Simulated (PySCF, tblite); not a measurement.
**C4H8B2NP: geometry, infrared bands and NMR shifts**

Wanted: the infrared bands and NMR shifts of C4H8B2NP (`C#CB(C=C)NBP`), by calculation.

Computed with tblite 0.8.0 and PySCF 2.14.0, with density-fitted response routines of our own, on a single molecule in the gas phase. Atoms are numbered from 0 throughout.

## (1) The starting structure

16 atoms, charge 0, multiplicity 1; geometry from: force field or distance geometry start.

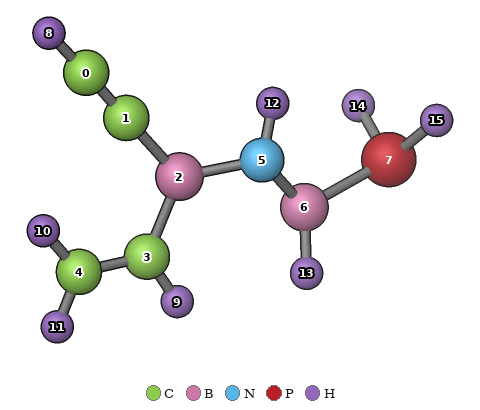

As it starts; carbon green, boron pink, nitrogen blue, phosphorus red, hydrogen purple, atoms numbered.

## (2) Geometry optimisation with GFN2-xTB

The job: settings as JSON, then the geometry in Å.

```
{"job": {"kind": "relax", "xc": "GFN2-xTB", "basis": "xTB"}, "charge": 0, "multiplicity": 1}
C     -1.788500     2.636400    -0.212500
C     -1.220200     1.609900    -0.000800
B     -0.459800     0.268100     0.269300
C     -1.344700    -1.004700     0.442500
C     -2.665700    -0.885100     0.418700
N      0.965900     0.351700     0.755600
B      1.722900    -0.960600     0.571900
P      3.614800    -0.817500     0.132000
H     -2.324600     3.546200    -0.400900
H     -0.945500    -1.988000     0.612100
H     -3.177200     0.059700     0.256000
H     -3.261600    -1.761800     0.539300
H      1.466000     1.166100     0.350800
H      1.402600    -1.976600     1.087900
H      3.700600    -0.370000    -1.252800
H      4.307400     0.135100     0.954400
```

Command:

```bash
$ OMP_NUM_THREADS=1 python probes_run.py task.json out
```

The driver reads the jobs from task.json and runs them one after another.

The program printed:

```text
step      E/eV     max force
  0    -555.67998    3.764
  1    -556.07357    5.224
  2    -556.43082    5.388
  3    -556.74452    1.175
  4    -556.87597    0.771
  5    -556.95362    0.648
  6    -556.98250    0.650
  7    -557.02023    0.411
  8    -557.03240    0.338
  9    -557.04204    0.223
 10    -557.04838    0.226
 11    -557.05677    0.298
 12    -557.06611    0.313
 13    -557.07531    0.220
 14    -557.08312    0.195
 15    -557.09048    0.239
 16    -557.09736    0.219
 17    -557.10246    0.186
 18    -557.10605    0.135
 19    -557.10932    0.155
 20    -557.11268    0.144
 21    -557.11598    0.149
 22    -557.11891    0.176
 23    -557.12152    0.154
 24    -557.12410    0.140
 25    -557.12654    0.140
 26    -557.12856    0.149
 27    -557.13029    0.128
 28    -557.13196    0.121
 29    -557.13363    0.108
 30    -557.13523    0.100
 31    -557.13677    0.099
 32    -557.13844    0.118
 33    -557.14042    0.141
 34    -557.14242    0.137
 35    -557.14425    0.103
 36    -557.14623    0.124
 37    -557.14866    0.164
 38    -557.15123    0.147
 39    -557.15326    0.090
 40    -557.15458    0.095
 41    -557.15569    0.085
 42    -557.15704    0.092
 43    -557.15847    0.084
 44    -557.15956    0.074
 45    -557.16023    0.067
 46    -557.16081    0.062
 47    -557.16138    0.065
 48    -557.16178    0.046
 49    -557.16201    0.035
 50    -557.16214    0.031
 51    -557.16226    0.033
 52    -557.16239    0.023
 53    -557.16248    0.023
 54    -557.16256    0.023
 55    -557.16269    0.029
 56    -557.16286    0.041
 57    -557.16306    0.042
 58    -557.16324    0.032
 59    -557.16342    0.033
 60    -557.16368    0.045
 61    -557.16412    0.076
 62    -557.16482    0.101
 63    -557.16560    0.097
 64    -557.16633    0.074
 65    -557.16710    0.083
 66    -557.16807    0.115
 67    -557.16992    0.165
 68    -557.17323    0.280
 69    -557.17782    0.271
 70    -557.16991    0.550
 71    -557.18725    0.285
 72    -557.19086    0.162
 73    -557.19645    0.300
 74    -557.20031    0.199
 75    -557.20427    0.183
 76    -557.21054    0.183
 77    -557.21374    0.204
 78    -557.21679    0.108
 79    -557.21892    0.098
 80    -557.22056    0.101
 81    -557.22233    0.090
 82    -557.22516    0.105
 83    -557.22784    0.096
 84    -557.22979    0.092
 85    -557.23156    0.096
 86    -557.23368    0.131
 87    -557.23687    0.090
 88    -557.23916    0.107
 89    -557.24105    0.132
 90    -557.24328    0.136
 91    -557.24529    0.130
 92    -557.24727    0.172
 93    -557.24930    0.138
 94    -557.25098    0.157
 95    -557.25331    0.127
 96    -557.25614    0.141
 97    -557.25798    0.182
 98    -557.25980    0.113
 99    -557.26233    0.121
100    -557.26459    0.130
101    -557.26606    0.126
102    -557.26696    0.113
103    -557.26793    0.085
104    -557.26988    0.075
105    -557.27212    0.082
106    -557.27523    0.124
107    -557.27767    0.194
108    -557.28019    0.147
109    -557.28405    0.110
110    -557.28648    0.101
111    -557.28903    0.127
112    -557.29081    0.136
113    -557.29179    0.152
114    -557.29338    0.171
115    -557.29466    0.093
116    -557.29552    0.075
117    -557.29611    0.054
118    -557.29654    0.050
119    -557.29734    0.053
120    -557.29827    0.070
121    -557.29931    0.080
122    -557.30015    0.081
123    -557.30080    0.069
124    -557.30133    0.055
125    -557.30195    0.054
126    -557.30290    0.073
127    -557.30425    0.123
128    -557.30592    0.150
129    -557.30697    0.190
130    -557.30891    0.056
131    -557.30982    0.068
132    -557.31042    0.067
133    -557.31106    0.065
134    -557.31158    0.087
135    -557.31211    0.066
136    -557.31259    0.059
137    -557.31303    0.055
138    -557.31339    0.083
139    -557.31369    0.048
140    -557.31387    0.020
141    -557.31396    0.014
142    -557.31402    0.016
143    -557.31406    0.012
144    -557.31409    0.011
145    -557.31410    0.012
146    -557.31410    0.006
```

Run time: 0.86 s. Hardware: 1 thread of Arm Neoverse V2, shared host.

Relaxation path: (not every step is listed)

```
step  energy from step 0 (eV)  largest force (eV/Å)
   0                   0.0000                3.7640
   1                  -0.3936                5.2243
   2                  -0.7508                5.3883
   3                  -1.0645                1.1753
   4                  -1.1960                0.7708
   5                  -1.2736                0.6478
   6                  -1.3025                0.6504
   7                  -1.3402                0.4112
   8                  -1.3524                0.3377
  21                  -1.4360                0.1488
  34                  -1.4624                0.1367
  47                  -1.4814                0.0653
  60                  -1.4837                0.0451
  73                  -1.5165                0.3002
  86                  -1.5537                0.1307
  99                  -1.5824                0.1210
 112                  -1.6108                0.1361
 125                  -1.6220                0.0540
 138                  -1.6334                0.0828
 141                  -1.6340                0.0136
 142                  -1.6340                0.0161
 143                  -1.6341                0.0116
 144                  -1.6341                0.0114
 145                  -1.6341                0.0121
 146                  -1.6341                0.0058
```

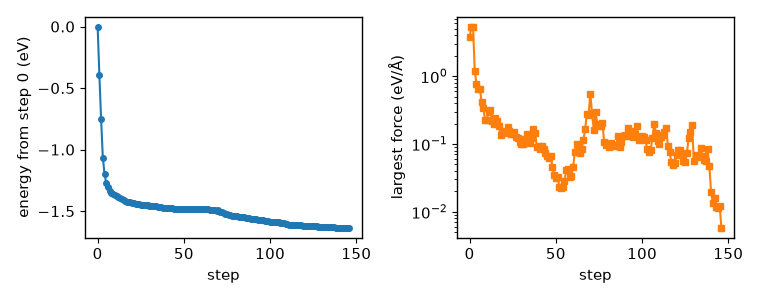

Energy and largest force along the relaxation.

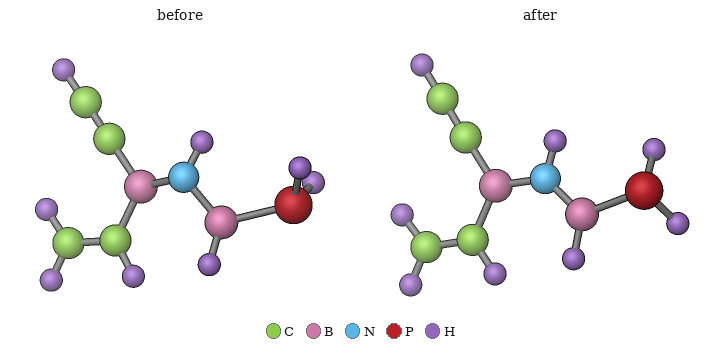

Before and after, at one scale.

Distances of close pairs at the start and the end, largest changes first:

```
  bond  before (Å)  after (Å)  change (Å)
 N5–B6       1.526      1.404      -0.122
 B2–N5       1.509      1.429      -0.080
P7–H14       1.458      1.381      -0.077
P7–H15       1.436      1.385      -0.051
 C1–B2       1.566      1.519      -0.047
 B6–P7       1.948      1.902      -0.046
N5–H12       1.038      1.014      -0.024
 C0–H8       1.073      1.052      -0.020
```

The end geometry stands in the next job.

## (3) Vibrational analysis with GFN2-xTB

The job: settings as JSON, then the geometry in Å.

```
{"job": {"kind": "ir", "xc": "GFN2-xTB", "basis": "xTB"}, "charge": 0, "multiplicity": 1}
C     -1.701393     2.729510     0.037936
C     -1.187113     1.648946     0.171922
B     -0.513289     0.297482     0.335641
C     -1.374729    -0.996005     0.412184
C     -2.705178    -0.996758     0.368306
N      0.913942     0.285119     0.398510
B      1.822134    -0.774752     0.548666
P      3.686179    -0.409842     0.638701
H     -2.159350     3.669778    -0.077715
H     -0.876625    -1.953148     0.507673
H     -3.262637    -0.077818     0.274234
H     -3.291687    -1.901625     0.424814
H      1.327590     1.207362     0.316947
H      1.447384    -1.871631     0.706293
H      4.118837    -1.417158    -0.201409
H      3.748335     0.569482    -0.339146
```

The program printed:

```text
mode    cm-1     km/mol
  1      47.6      0.13
  2      79.2      3.72
  3      86.2      0.58
  4      93.6      1.67
  5     128.2      0.70
  6     175.9      6.89
  7     215.4      3.49
  8     226.5      1.74
  9     275.5      0.74
 10     388.4      0.40
 11     406.3      0.52
 12     495.3      6.19
 13     553.9     59.87
 14     620.9     29.46
 15     649.1      4.57
 16     674.5      4.29
 17     684.7     35.30
 18     702.2     36.35
 19     753.6    120.07
 20     796.3     21.18
 21     831.0     22.14
 22     931.9     12.60
 23     983.9     16.72
 24    1030.9     53.31
 25    1035.8     15.37
 26    1136.3     79.36
 27    1154.5     89.83
 28    1175.1     38.82
 29    1263.4    172.84
 30    1305.0     37.53
 31    1378.3    946.52
 32    1414.3     11.04
 33    1648.3     51.60
 34    2208.0     46.40
 35    2293.6    131.98
 36    2395.0    155.65
 37    2643.5     99.70
 38    3048.5     36.55
 39    3074.6     40.59
 40    3101.3     47.98
 41    3358.4      2.14
 42    3380.7      1.54
```

It took 0.46 s on 1 thread of Arm Neoverse V2, shared host.

The strongest bands and the atoms that carry them (share of the mass-weighted mode):

```
cm⁻¹  km/mol                                atoms
 754   120.1          H14 31 %, B6 24 %, H13 20 %
1136    79.4                   H14 47 %, H15 46 %
1154    89.8           B2 50 %, H12 13 %, C3 10 %
1263   172.8  H12 35 %, H9 21 %, B6 16 %, B2 12 %
1378   946.5  N5 43 %, H12 23 %, B6 15 %, B2 13 %
2294   132.0                   H15 67 %, H14 30 %
2395   155.7                   H14 67 %, H15 30 %
2644    99.7                             H13 92 %
```

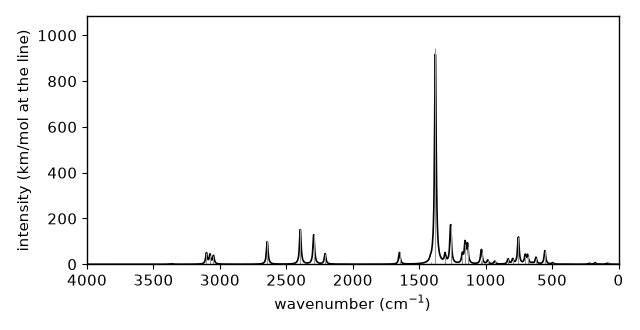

The infrared spectrum from these modes, unscaled. Lines are broadened to a width of 14 cm⁻¹ (Lorentzian).

## (4) NMR shieldings: PBE0/pcSseg-1

Settings changed since step 3:

```diff
@@ -1,2 +1,2 @@
-{"job": {"kind": "ir", "xc": "GFN2-xTB", "basis": "xTB"}, "charge": 0, "multiplicity": 1}
+{"job": {"kind": "nmr", "xc": "PBE0", "basis": "pcSseg-1"}, "charge": 0, "multiplicity": 1}
 C     -1.701393     2.729510     0.037936
```

Method: GIAO PBE0/pcSseg-1 NMR shielding, non-relativistic, gas phase.

The program printed:

```text
coarse grid: 14168 points
cycle   1  E = -602.4301127455  dE =  8.845e-01  |g| = 4.712e-01  |ddm| = 3.612e+00
cycle   2  E = -602.4096068935  dE =  2.051e-02  |g| = 5.581e-01  |ddm| = 9.589e-01
cycle   3  E = -602.4807544173  dE = -7.115e-02  |g| = 1.915e-01  |ddm| = 5.415e-01
cycle   4  E = -602.4900390933  dE = -9.285e-03  |g| = 3.691e-02  |ddm| = 1.483e-01
cycle   5  E = -602.4902846501  dE = -2.456e-04  |g| = 1.970e-02  |ddm| = 3.505e-02
cycle   6  E = -602.4903733295  dE = -8.868e-05  |g| = 3.623e-03  |ddm| = 1.548e-02
cycle   7  E = -602.4903762815  dE = -2.952e-06  |g| = 1.199e-03  |ddm| = 4.031e-03
final grid: 133144 points
cycle   8  E = -602.5343422041  dE = -4.028e-05  |g| = 8.224e-03  |ddm| = 3.781e-02
cycle   9  E = -602.5343353624  dE =  6.842e-06  |g| = 9.942e-03  |ddm| = 1.381e-02
cycle  10  E = -602.5343587274  dE = -2.337e-05  |g| = 1.457e-03  |ddm| = 7.646e-03
cycle  11  E = -602.5343592112  dE = -4.838e-07  |g| = 3.486e-04  |ddm| = 1.141e-03
cycle  12  E = -602.5343592288  dE = -1.759e-08  |g| = 2.291e-04  |ddm| = 3.613e-04
cycle  13  E = -602.5343592420  dE = -1.318e-08  |g| = 3.746e-05  |ddm| = 1.757e-04
cycle  14  E = -602.5343592424  dE = -3.392e-10  |g| = 1.274e-05  |ddm| = 4.233e-05
converged SCF energy = -602.5343592424

GIAO shielding tensors (ppm)
atom      isotropic    diamagn.    paramagn.     s11        s22        s33       span
  0 C       80.202     262.242    -182.041      8.929     15.981    215.695    206.766
  1 C       92.025     258.014    -165.989    -13.495     -2.468    292.039    305.534
  2 B       67.805     193.163    -125.358     37.740     57.616    108.060     70.320
  3 C       43.299     258.718    -215.419    -78.583     24.838    183.642    262.225
  4 C       32.680     252.437    -219.757    -93.511     27.528    164.024    257.534
  5 N       79.251     322.069    -242.817    -78.584    102.813    213.524    292.108
  6 B       44.684     195.092    -150.408    -23.040     34.266    122.825    145.865
  7 P      544.539     966.882    -422.343    491.414    517.829    624.375    132.961
  8 H       29.022      33.940      -4.917     24.532     25.334     37.201     12.669
  9 H       24.589      32.800      -8.211     21.530     23.157     29.079      7.549
 10 H       24.697      30.472      -5.774     21.485     23.756     28.852      7.367
 11 H       24.862      28.229      -3.367     22.179     24.555     27.852      5.673
 12 H       24.537      33.238      -8.701     19.641     23.706     30.264     10.623
 13 H       24.893      31.693      -6.800     20.846     24.482     29.350      8.504
 14 H       29.637      29.735      -0.098     25.038     26.937     36.938     11.900
 15 H       29.921      30.680      -0.759     25.021     28.347     36.393     11.371
```

Wall time 29 s (1 thread of Arm Neoverse V2, shared host); peak memory 0.82 GiB.

The references, computed at this level on geometries of the same kind, shield at (ppm): 1H TMS 31.72, 13C TMS 186.9, 15N NH3 267.7, 31P H3PO4 318.4, 11B BF3·OEt2 100.1. Their shielding less the atom's gives the shift. The references are single molecules in the gas phase, so shifts against H2O, NH3, PH3, H3PO4 or CFCl3 are not on the usual liquid scales and can be off by tens of ppm. Atoms listed in one row are averaged.

```
   atoms                           environment  σ (ppm)  δ (ppm)  δ scaled to CDCl3
      C4                  terminal =CH2 carbon     32.7    154.2              148.6
      C3                             alkene CH     43.3    143.6              138.3
      C0                terminal alkyne carbon     80.2    106.7              102.2
      C1                         alkyne carbon     92.0     94.9               90.7
     H12  hydrogen on a nitrogen bonded to 2 B    24.54     7.18                  –
      H9              hydrogen on an alkene CH    24.59     7.13               6.83
     H10    hydrogen on a terminal =CH2 carbon    24.70     7.02               6.72
     H11    hydrogen on a terminal =CH2 carbon    24.86     6.86               6.57
     H13    hydrogen on a boron bonded to N, P    24.89     6.82                  –
      H8  hydrogen on a terminal alkyne carbon    29.02     2.69               2.65
H14, H15  hydrogen on a phosphorus bonded to B    29.78     1.94                  –
      B6               boron bonded to N, P, H     44.7     55.4                  –
      B2                boron bonded to 2 C, N     67.8     32.3                  –
      N5             nitrogen bonded to 2 B, H     79.3    188.5                  –
      P7           phosphorus bonded to B, 2 H    544.5   -226.2                  –
```

The scaled column applies a straight-line fit of computed shieldings to shifts measured in CDCl3 (root-mean-square error 0.16 ppm for H, 1.9 ppm for C).

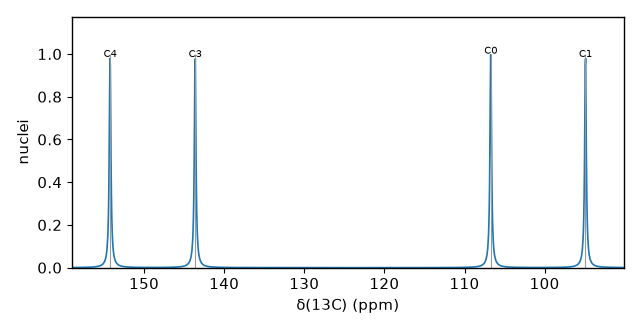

13C lines at the computed shifts, without couplings. Lines are broadened to a width of 0.24 ppm (Lorentzian).

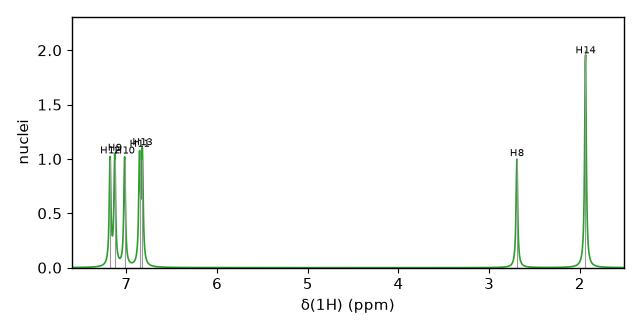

1H lines at the computed shifts, without couplings. Lines are broadened to a width of 0.02 ppm (Lorentzian).

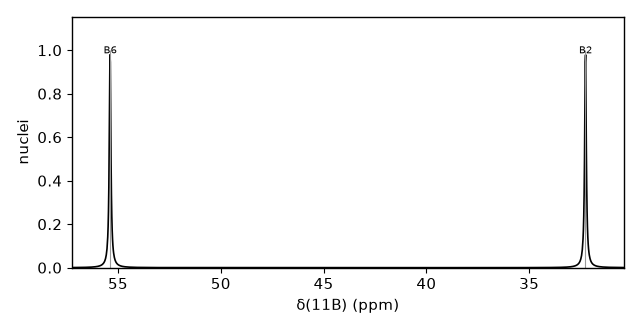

11B lines at the computed shifts, without couplings. Lines are broadened to a width of 0.09 ppm (Lorentzian).

Charges from the same density, by scheme (e):

```
atoms  Mulliken    IAO  Hirshfeld  ESP fit
   C0     -0.25  -0.19      -0.08    -0.29
   C1     -0.07  -0.14      -0.11    -0.29
   B2      0.62   0.26       0.19     0.65
   C3     -0.44  -0.27      -0.12    -0.32
   C4     -0.12  -0.24      -0.06    -0.30
   N5     -0.49  -0.41      -0.20    -0.75
   B6      0.13  -0.02       0.11     0.35
   P7     -0.15   0.07       0.00    -0.35
```

Mulliken charges:

C0 -0.25; C1 -0.07; B2 0.62; C3 -0.44; C4 -0.12; N5 -0.49; B6 0.13; P7 -0.15; H8 0.06; H9 0.13; H10 0.12; H11 0.12; H12 0.21; H13 0.04; H14 0.05; H15 0.04

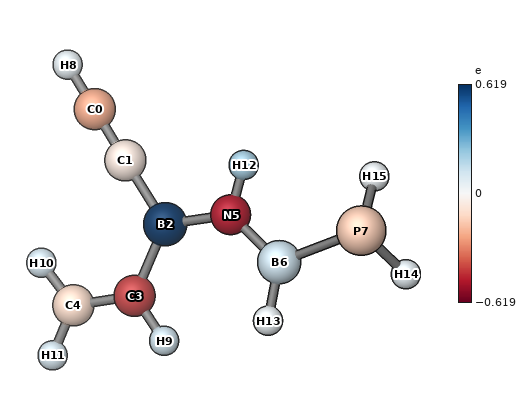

Mulliken charges, as colours on the atoms.

Mayer bond orders: C0–C1 2.52, C1–B2 0.95, B2–C3 0.97, C3–C4 1.96, B2–N5 1.15, N5–B6 1.23, B6–P7 1.09.

The fields below are evaluated on a grid from the run's orbitals.

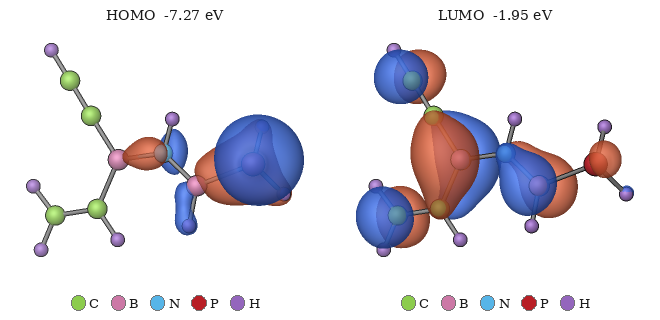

Frontier orbitals at PBE0/pcSseg-1; each surface holds 70 % of the orbital's density, blue and red mark the sign.

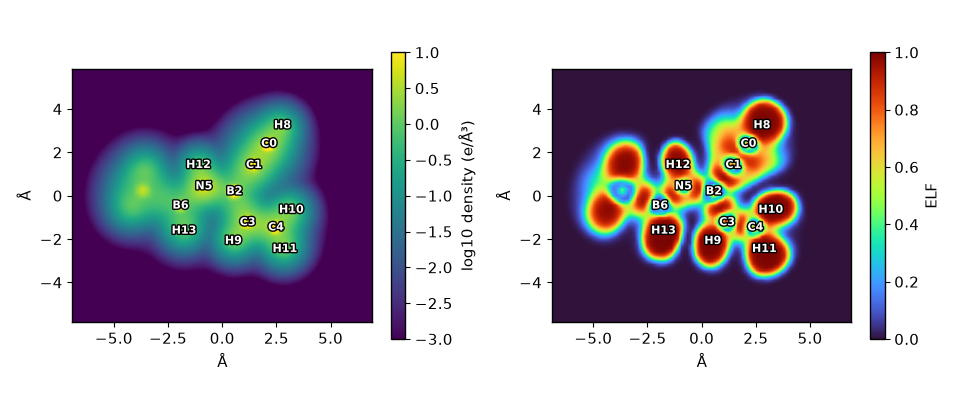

Density (left) and ELF (right) in a plane through or near 13 of the atoms.

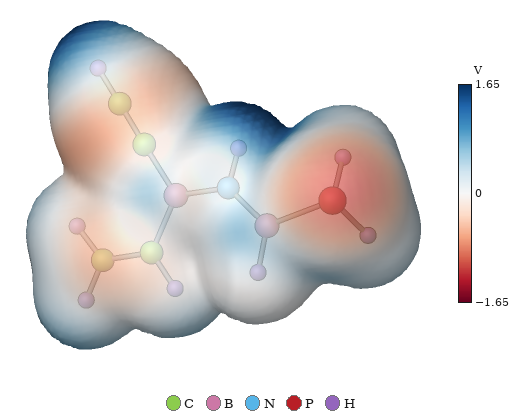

The potential that a unit positive charge feels on the 0.002 e/bohr³ surface, from -0.99 V near P7 to 1.65 V near H12.

## (5) Outcome

| quantity | value |
| --- | --- |
| strongest single infrared mode (GFN2-xTB) | 1378 cm⁻¹, 947 km/mol |
| zero-point energy (GFN2-xTB) | 69.8 kcal/mol |
| 13C shifts against TMS (PBE0/pcSseg-1) | 154.2, 143.6, 106.7, 94.9 ppm |
| 1H shifts against TMS (PBE0/pcSseg-1, means over atoms taken as alike) | 7.18, 7.13, 7.02, 6.86, 6.82, 2.69, 1.94 ppm |
| 11B shifts against BF3·OEt2 (PBE0/pcSseg-1) | 55.4, 32.3 ppm |
| 15N shifts against NH3 (PBE0/pcSseg-1) | 188.5 ppm |
| 31P shifts against H3PO4 (PBE0/pcSseg-1) | -226.2 ppm |
| surface potential, least and greatest | -0.99 V and 1.65 V |

In words: Over 146 steps the energy fell by 1.634 eV; of the close pairs, N5–B6 changed most, 1.526 to 1.404 Å. No mode is imaginary among the 42: a minimum at this level. The strongest single mode, at 1378 cm⁻¹, is carried by N5, H12, B6, B2. Unscaled tight-binding wavenumbers are off by several per cent, some by more. Its intensities can rank the bands wrongly. The most deshielded carbon is C4 (terminal =CH2 carbon), at 154.2 ppm: an sp2 carbon of a C=C bond. By nearest atom (PBE0/pcSseg-1), the HOMO sits on P7 59 %; B6 10 % and the LUMO on B2 30 %; B6 14 %.
